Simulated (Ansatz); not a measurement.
BH3OClF: several calculations on one system

## 1. Relaxation

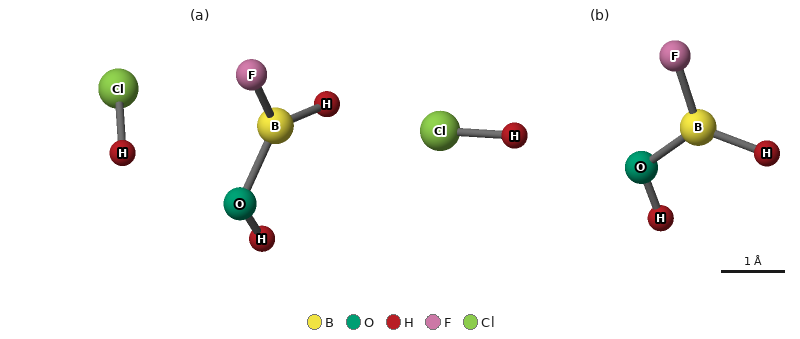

The structure of BH$_{3}$OClF before (left) and after (right) a relaxation, at one scale.

A ball-and-stick model, seen at a tilt.

The run prepares an end point of a later path (reaction) calculation, from a guessed geometry.

All numbers below come from RHF/cc-pVDZ in Ansatz.

Input
```yaml
crystal:
  periodic: [false, false, false]
  atoms:
    - { symbol: B, position_ang: [-0.079131, -0.254005, 0.097049] }
    - { symbol: O, position_ang: [-0.072424, -0.39502, 1.464087] }
    - { symbol: H, position_ang: [-0.939439, -0.508842, 1.822728] }
    - { symbol: F, position_ang: [1.104929, -0.173379, -0.490935] }
    - { symbol: H, position_ang: [-1.076087, -0.242455, -0.558319] }
    - { symbol: Cl, position_ang: [0.004607, 2.707375, 0.903718] }
    - { symbol: H, position_ang: [0.410346, 1.751026, 1.721173] }
basis:
  gaussian: { orbitals: cc-pVDZ }
hamiltonian:
  xc: hf
relax:
  f_tol: 0.03
  max_steps: 50
```

Run as
```bash
ansatz run input.yaml --threads 1 --pin off --max-ram 2048MiB --backend cpu --events-out ev --progress --plain --runs-dir out
```

Q: Summarise the run.

A: Over 20 accepted moves (23 points after the start) the energy falls by 0.230 eV. Largest force component: 1 eV/Å at the start, 0.019 eV/Å at the end. The line search rejected the trial steps at points 8, 14, 17 of the run. The forces were under the threshold at step 19, but the run went on from there. The atom that moves furthest after the best rigid fit is H5 (1.54 Å). Largest moves by element: H 1.54 Å, Cl 1.43 Å, O 0.82 Å, F 0.54 Å, B 0.41 Å. Near-neighbour distances that change, for instance: Cl6–H7 1.322 → 1.283 Å, B1–O2 1.374 → 1.346 Å.

Limits of the set-up: the start holds two separate molecules, 2.2 Å apart at their closest, whose relative position is a soft coordinate and is computed without a dispersion correction; Hartree-Fock leaves out electron correlation.

## 2. Relaxation

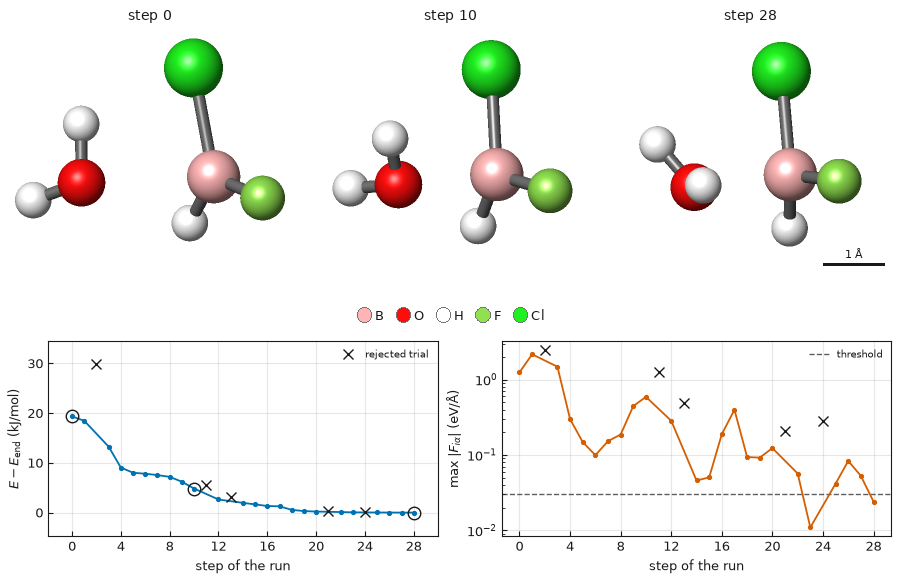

Frames of a relaxation of BH₃OClF, marked on the history of the run. The picture is a ball-and-stick view, seen at a tilt.

The run prepares an end point of a later path (reaction) calculation, from a guessed geometry.

Level of theory: RHF/cc-pVDZ (Ansatz). (no spin polarisation; force threshold 0.03 eV/Å; at most 50 steps)

**What happens along the run?**

The atom that moves furthest after the best rigid fit is an H atom (1.21 Å). Largest moves by element: H 1.21 Å, F 0.54 Å, O 0.53 Å, B 0.41 Å, Cl 0.40 Å. Near-neighbour distances that change, for instance: B–O 2.606 → 1.796 Å, B–F 1.308 → 1.354 Å, H–O 0.970 → 0.952 Å, H–O 0.945 → 0.951 Å. Among the angles between lasting bonds that change: F–B–H 122.8° → 119.0°, H–B–Cl 119.7° → 116.2°, H–O–H 104.8° → 107.3°. The energy falls by 19.3 kJ/mol in 23 accepted moves (28 points after the start). The largest force component goes from 1.2 to 0.024 eV/Å. The line search rejected the trial steps at points 2, 11, 13, 21, 24 of the run. The forces were under the threshold at step 23, but the run went on from there. Cost: 53 s on 1 thread of Arm Neoverse V1 (shared host), peak memory 0.13 GiB. From step 0 to 10: H atoms move most (0.51 Å), energy −14.5 kJ/mol. From step 10 to 28: H atoms move most (0.74 Å), energy −4.84 kJ/mol.

Limits of the set-up: the start holds two separate molecules, 2.6 Å apart at their closest, whose relative position is a soft coordinate and is computed without a dispersion correction; Hartree-Fock leaves out electron correlation.

## 3. Path

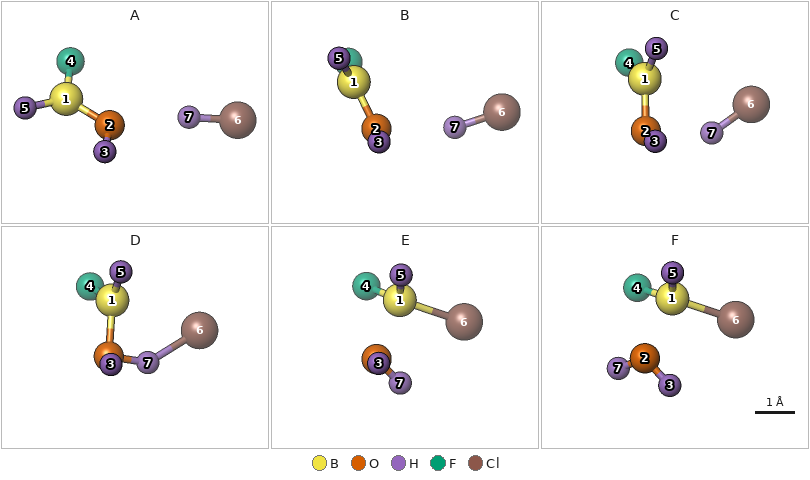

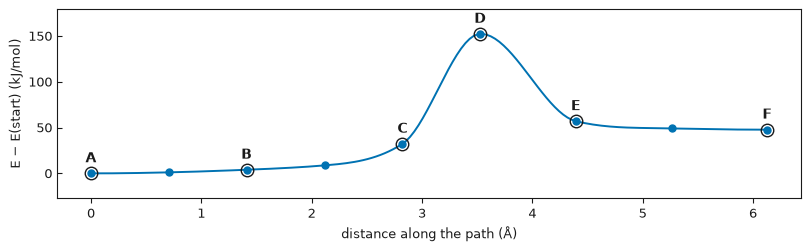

A search for the minimum-energy path of BH₃OClF by the nudged elastic band. Images are numbered from 0 (start) to 8 (end). Frames A to F are images 0, 2, 4, 5, 6, 8. The picture is a ball-and-stick view, seen from a free direction.

Theory: RHF/cc-pVDZ in Ansatz. Run with 7 movable images; climbing image; force threshold 0.03 eV/Å; iteration limit 60; starting path through a guess of the saddle point.

Q: Describe the mechanism and the energy profile.

A: Breaking: B1–O2 (1.35 → 1.48 at the top → 1.80 Å), Cl6–H7 (1.28 → 1.66 at the top → 3.34 Å). Forming: B1–Cl6 (4.51 → 2.49 at the top → 1.83 Å), O2–H7 (2.17 → 1.11 at the top → 0.95 Å). Forward barrier 152.3 kJ/mol, backward barrier 104.7 kJ/mol, with image 5 at the top; the reaction energy is +47.7 kJ/mol. The band converged in 17 iterations. The largest component of the band force went from 35 to 0.03 eV/Å. The climbing image converged on the top of the path. Its vibrational analysis gives one imaginary mode (996i cm⁻¹), as a transition state must have.

Limits of the set-up: Hartree-Fock leaves out electron correlation.

The run took 2.5 min on 1 thread of Arm Neoverse V1, with other jobs on the host, peak memory 0.15 GiB.
